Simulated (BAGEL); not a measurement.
# HF/6-31G(d) (density fitting with qzvpp-jkfit, spherical functions) run of BCNF2 (SMILES N#CB(F)F)

Aim: the vertical ionisation energy of BCNF2 at HF/6-31G* (density fitting with qzvpp-jkfit, spherical functions), from 2 runs. 

Program for the calculation: BAGEL 1.2.2.

### 1 The structure to begin with

The species is BCNF2 (5 atoms), meant as a singlet with charge 0. SMILES: `N#CB(F)F`. Geometry: relaxed at PBE0-D4/def2-TZVP.

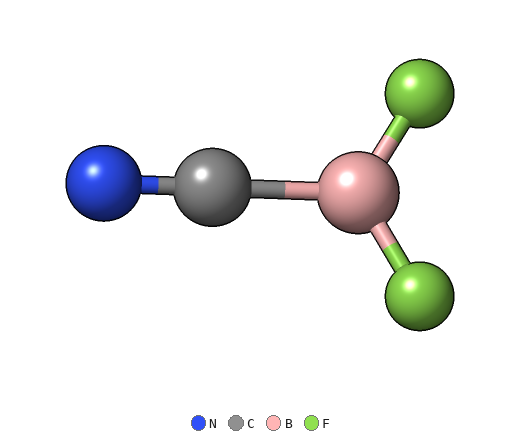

The structure, seen from a chosen angle (nitrogen blue, carbon grey, boron pink, fluorine green).

### 2 A single-point energy at HF/6-31G(d) (density fitting with qzvpp-jkfit, spherical functions)

File hf.json:

```json
{ "bagel" : [

{
  "title" : "molecule",
  "basis" : "6-31gs.json",
  "df_basis" : "qzvpp-jkfit",
  "angstrom" : true,
  "geometry" : [
    { "atom" : "N", "xyz" : [      -0.715100,       1.789700,       0.801000 ] },
    { "atom" : "C", "xyz" : [      -0.319400,       0.804800,       0.359300 ] },
    { "atom" : "B", "xyz" : [       0.212000,      -0.517400,      -0.233800 ] },
    { "atom" : "F", "xyz" : [       1.451200,      -0.872800,      -0.026200 ] },
    { "atom" : "F", "xyz" : [      -0.578700,      -1.277900,      -0.941900 ] }
  ]
},

{
  "title" : "hf"
},

{
  "title" : "print",
  "file" : "orbitals.molden",
  "orbitals" : true
}

]}
```

The basis set 6-31G* is read from a file made from the Basis Set Exchange's data (not shown).

On the command line:

```
$ BAGEL_NUM_THREADS=1 BAGEL hf.json > hf.out
```

The program printed:

```text
* using 1 threads per process

  ===============================================================
  ===============================================================

  *** Geometry ***

  { "atom" : "N", "xyz" : [     -1.351343,      3.382043,      1.513671 ] },
  { "atom" : "C", "xyz" : [     -0.603579,      1.520852,      0.678979 ] },
  { "atom" : "B", "xyz" : [      0.400622,     -0.977744,     -0.441818 ] },
  { "atom" : "F", "xyz" : [      2.742371,     -1.649353,     -0.049511 ] },
  { "atom" : "F", "xyz" : [     -1.093585,     -2.414881,     -1.779933 ] },

  Number of auxiliary basis functions:      381

  Since a DF basis is specified, we compute 2- and 3-index integrals:
    o Being stored without compression. Storage requirement is 0.015 GB

  Number of basis functions:       70
  Number of electrons      :       36

    * METHOD: MOLECULE                             0.14

  *** RHF ***

  === Nuclear Repulsion ===
   133.9340548209

      * DIIS with orbital gradients will be used.

  === RHF iteration (6-31gs.json) ===
      0       -315.72660487          0.02985944           0.04
      1       -315.83987296          0.02498941           0.03
      2       -316.00050776          0.00259393           0.03
      3       -316.00264341          0.00137816           0.03
      4       -316.00330359          0.00017485           0.03
      5       -316.00332713          0.00008354           0.03
      6       -316.00333321          0.00004147           0.03
      7       -316.00333552          0.00001911           0.03
      8       -316.00333614          0.00000687           0.03
      9       -316.00333622          0.00000211           0.03
     10       -316.00333622          0.00000104           0.03
     11       -316.00333622          0.00000018           0.03
     12       -316.00333622          0.00000009           0.04
     13       -316.00333622          0.00000003           0.04
     14       -316.00333622          0.00000001           0.04
     15       -316.00333622          0.00000001           0.04
    * SCF iteration converged.

    * Permanent dipole moment:
           (   -0.247515,     0.616099,     0.276358) a.u.

    * METHOD: HF                                   0.67

    * METHOD: PRINT                                0.01

  ===============================================================
```

Wall time 0.95 s (1 thread of Arm Neoverse V1, shared host).

### 3 The doublet cation at the same level

File calc.json:

```json
{ "bagel" : [

{
  "title" : "molecule",
  "basis" : "6-31gs.json",
  "df_basis" : "qzvpp-jkfit",
  "angstrom" : true,
  "geometry" : [
    { "atom" : "N", "xyz" : [   -0.715100,    1.789700,    0.801000 ] },
    { "atom" : "C", "xyz" : [   -0.319400,    0.804800,    0.359300 ] },
    { "atom" : "B", "xyz" : [    0.212000,   -0.517400,   -0.233800 ] },
    { "atom" : "F", "xyz" : [    1.451200,   -0.872800,   -0.026200 ] },
    { "atom" : "F", "xyz" : [   -0.578700,   -1.277900,   -0.941900 ] }
  ]
},
{
  "title" : "uhf",
  "charge" : 1,
  "nopen" : 1
},
{
  "title" : "print",
  "file" : "orbitals.molden",
  "orbitals" : true
}

]}
```

The basis set 6-31G* is read from a file made from the Basis Set Exchange's data (not shown).

On the command line:

```
$ BAGEL_NUM_THREADS=1 BAGEL calc.json > calc.out
```

The program printed:

```text
* using 1 threads per process

  ===============================================================
  ===============================================================

  *** Geometry ***

  { "atom" : "N", "xyz" : [     -1.351343,      3.382043,      1.513671 ] },
  { "atom" : "C", "xyz" : [     -0.603579,      1.520852,      0.678979 ] },
  { "atom" : "B", "xyz" : [      0.400622,     -0.977744,     -0.441818 ] },
  { "atom" : "F", "xyz" : [      2.742371,     -1.649353,     -0.049511 ] },
  { "atom" : "F", "xyz" : [     -1.093585,     -2.414881,     -1.779933 ] },

  Number of auxiliary basis functions:      381

  Since a DF basis is specified, we compute 2- and 3-index integrals:
    o Being stored without compression. Storage requirement is 0.015 GB

  Number of basis functions:       70
  Number of electrons      :       36

    * METHOD: MOLECULE                             0.14

  *** Open-shell HF ***

  === Nuclear Repulsion ===
   133.9340548209

      * DIIS with orbital gradients will be used.

  === UHF iteration (6-31gs.json) ===
      0       -315.23712714          0.05528466           0.07
      1       -315.36160539          0.04728041           0.07
      2       -315.41461268          0.03836896           0.07
      3       -315.52270841          0.00518878           0.07
      4       -315.52854052          0.00264401           0.07
      5       -315.53370281          0.00113086           0.07
      6       -315.53640960          0.00058437           0.07
      7       -315.53893520          0.00032694           0.07
      8       -315.54096592          0.00024076           0.07
      9       -315.54250393          0.00021127           0.07
     10       -315.54322357          0.00017046           0.07
     11       -315.54334100          0.00006304           0.07
     12       -315.54346206          0.00004708           0.07
     13       -315.54346087          0.00003824           0.11
     14       -315.54346273          0.00000944           0.07
     15       -315.54346276          0.00000278           0.07
     16       -315.54346278          0.00000219           0.07
     17       -315.54346279          0.00000182           0.07
     18       -315.54346280          0.00000083           0.07
     19       -315.54346280          0.00000061           0.07
     20       -315.54346280          0.00000045           0.06
     21       -315.54346281          0.00000028           0.07
     22       -315.54346281          0.00000023           0.07
     23       -315.54346281          0.00000019           0.07
     24       -315.54346281          0.00000014           0.07
     25       -315.54346281          0.00000007           0.07
     26       -315.54346281          0.00000005           0.07
     27       -315.54346281          0.00000004           0.07
     28       -315.54346281          0.00000002           0.08
     29       -315.54346281          0.00000002           0.07
     30       -315.54346281          0.00000001           0.07
     31       -315.54346281          0.00000001           0.07
    * SCF iteration converged.

    * S^2 (UHF) is 1.1196

    * Permanent dipole moment:
           (    0.892986,    -2.221902,    -0.996577) a.u.

    * METHOD: UHF                                  2.36

    * METHOD: PRINT                                0.01

  ===============================================================
```

Wall time 2.7 s (1 thread of Arm Neoverse V1, shared host).

### 4 Outcome

At HF/6-31G* (density fitting with qzvpp-jkfit, spherical functions):

| quantity | value |
| --- | --- |
| singlet BCNF2: total energy | -316.00334 Eh |
| singlet BCNF2: dipole moment | 1.83 D |
| singlet BCNF2: HOMO energy | -13.76 eV |
| singlet BCNF2: LUMO energy | 1.99 eV |
| singlet BCNF2: HOMO–LUMO gap | 15.75 eV |
| doublet cation: total energy | -315.54346 Eh |
| doublet cation: ⟨S²⟩ | 1.120 |
| vertical ionisation energy (to the doublet cation) | 12.514 eV |

What this shows: Removing an electron at fixed nuclei costs 12.51 eV (289 kcal/mol). The negative HOMO energy of the first species, 13.76 eV, lies 1.25 eV above that difference. ⟨S²⟩ (doublet cation) is 1.12 where a pure doublet has 0.75: the reference is spin-contaminated.
